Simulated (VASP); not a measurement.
Energy against volume of SnTe (rock salt). All values below come from r2SCAN+rVV10, VASP's PBE PAW potentials (set 64) (plane waves; VASP 6.6.1).

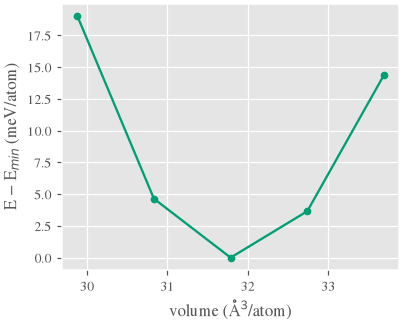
Figure: Energy against volume

**Question.** Estimate the equilibrium volume and the bulk modulus.

**Answer.** The minimum lies near 31.8 Å³/atom, and the curvature gives B0 of about 46 GPa.

Measured: bulk modulus 37.8 GPa (computed value off by +22.2 %), as given by Cormac Toher et al., Physical Review Materials (2017), arXiv:1611.05714; a 6.316 Å (computed value off by +0.3 %), as given by Ayanesh Maiti et al., Applied Physics Letters (2022), arXiv:2109.01420. The calculation is for a static lattice, while the measured bulk modulus, a hold thermal and zero-point effects, which are part of the difference.

The compound is SnTe in the rock salt structure, which distorts at low temperature. It was relaxed first.
